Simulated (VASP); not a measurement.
Band structure of BaO (rock salt). Level of theory: AM05 GGA, VASP's PBE PAW potentials (set 64) (plane waves; VASP 6.6.1).

Unless said otherwise, spin-orbit coupling is left out, though it shifts the bands of the heavy elements here.

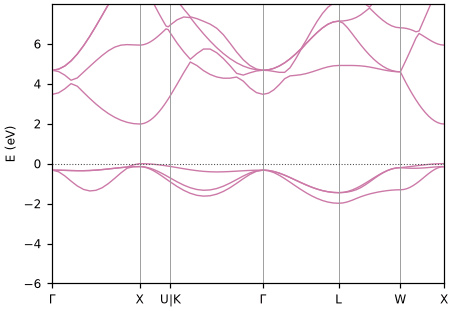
Figure: Bands along high-symmetry lines, zero at the valence-band maximum or, without a gap, the Fermi level

Q: Read the plot: is there a gap, and where are the band edges?

A: The gap is direct, 1.99 eV, from the valence maximum at X to the conduction minimum at X. (Edges off the drawn lines would not show.)

Measured: gap 4.40 eV (computed value off by -2.41 eV), as given by Abedi et al., (2022), arXiv:2211.14644.

The compound is BaO in the rock salt structure. It was relaxed first.
